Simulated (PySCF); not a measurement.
## Geometry relaxation of BHO

- system: BHO
- method: RKS PBE0-D4/def2-TZVP, density fitting (PySCF 2.14.0)

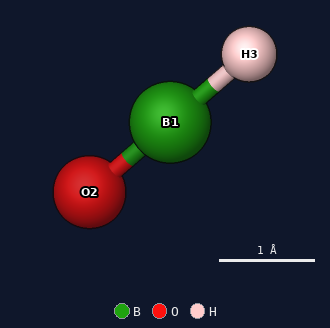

**Figure 1.** The structure as given in the input (ball-and-stick view, seen at an oblique angle; atoms are numbered from 1 in the order of the input). Bond lengths as drawn: B–H 1.17 Å and B–O 1.20 Å.

Summary:

| quantity | value |
| --- | --- |
| outcome | converged |
| total energy | −2738.2627 eV |
| largest force (length of the vector) at the end | 0.007 eV/Å |
| hardware | 4 threads of Arm Neoverse V1, 23 GiB of memory available, shared host |
| wall time | 2.8 s (CPU time 7.2 s) |
| peak memory | 0.66 GiB |

Input file:
```python
import json, numpy as np
from pyscf import gto, scf, dft, mp, cc
EV, BOHR = 27.211386245988, 0.529177210903
mol = gto.M(atom="""
B -0.736510 0.222658 -1.282272
O -0.237068 -0.081964 -0.236076
H -1.225971 0.517838 -2.305287
""", basis="def2-tzvp", charge=0, spin=0, max_memory=8670, verbose=0)
def mean_field(mol, dm=None):
    mf = dft.RKS(mol, xc="pbe0").density_fit()
    mf.conv_tol = 1e-9; mf.grids.level = 4
    mf.kernel(dm0=dm)
    if not mf.converged: mf = mf.newton().run(mf.mo_coeff, mf.mo_occ)
    assert mf.converged
    return mf
def d4(mol):
    from pyscf.dispersion.dftd4 import DFTD4Dispersion
    real = gto.M(atom=[(mol.atom_pure_symbol(i), mol.atom_coord(i)) for i in range(3)], unit='B', charge=mol.charge, spin=None, basis='def2-svp', verbose=0)
    r = DFTD4Dispersion(real, xc="pbe0", atm=True).get_dispersion(grad=True); return r["energy"], r["gradient"]
def energy_and_gradient(mol, dm=None):
    mf = mean_field(mol, dm); e, g = d4(mol)
    return mf, (mf.e_tot + e) * EV, (mf.nuc_grad_method().kernel()[:3] + g) * EV / BOHR
out = {}
# rational-function steps on a BFGS-updated Hessian; the first Hessian (eV/A^2) comes from GFN2-xTB
H = np.load("h0.npy"); x = mol.atom_coords(unit="A").ravel(); dm = old = None; trust = 0.2; steps = []
for it in range(90):
    mol.set_geom_(x.reshape(-1, 3), unit="A"); mf, e, g = energy_and_gradient(mol, dm); g = g.ravel(); dm = mf.make_rdm1()
    print(f"relax step {it + 1}: E = {e:.6f} eV, largest force component {abs(g).max():.4f} eV/A", flush=True); steps.append([e, x.reshape(-1, 3).tolist(), (-g).reshape(-1, 3).tolist()])
    if abs(g).max() < 0.008: out['converged'] = True; break
    if old is not None:
        s, z = x - old[0], g - old[1]
        if s @ z > 1e-8: H = H + np.outer(z, z) / (s @ z) - np.outer(H @ s, H @ s) / (s @ H @ s)
        trust = max(0.03, trust / 2) if e > old[2] + 1e-4 else min(0.35, trust * 1.3)
    w, V = np.linalg.eigh(H); w = np.maximum(abs(w), 0.08); f = V.T @ g; M = np.diag(np.append(w, 0.0)); M[-1, :-1] = M[:-1, -1] = f
    dx = V @ (-f / (w - np.linalg.eigvalsh(M)[0])); big = np.linalg.norm(dx.reshape(-1, 3), axis=1).max(); dx *= min(1, trust / big)
    old = (x, g, e); x = x + dx
out.update(energy=e, forces=steps[-1][2], positions=steps[-1][1], steps=steps)
out['s2'] = mf.spin_square()[0]; out['nelec'] = mol.nelec
print(f"Total energy {out['energy']:.6f} eV, <S^2> {out['s2']:.4f}")
json.dump(out, open("out.json", "w"), default=float)
```

Command:
```bash
OMP_NUM_THREADS=4 python run.py
```

Output:
```
relax step 1: E = -2738.262702 eV, largest force component 0.0743 eV/A
relax step 2: E = -2738.262738 eV, largest force component 0.0061 eV/A
Total energy -2738.262738 eV, <S^2> 0.0000
```

Trajectory as extended XYZ (Å, eV, eV/Å), 2 frames, from step=1 to step=2:
```
3
Properties=species:S:1:pos:R:3:forces:R:3 step=1 energy=-2738.26270
B    -0.7365    0.2227   -1.2823    0.0321  -0.0300   0.0743
O    -0.2371   -0.0820   -0.2361   -0.0242   0.0203  -0.0550
H    -1.2260    0.5178   -2.3053   -0.0076   0.0098  -0.0194
3
Properties=species:S:1:pos:R:3:forces:R:3 step=2 energy=-2738.26274
B    -0.7350    0.2221   -1.2820   -0.0030   0.0016  -0.0061
O    -0.2353   -0.0813   -0.2365    0.0009  -0.0001   0.0009
H    -1.2244    0.5192   -2.3058    0.0025  -0.0014   0.0052
```
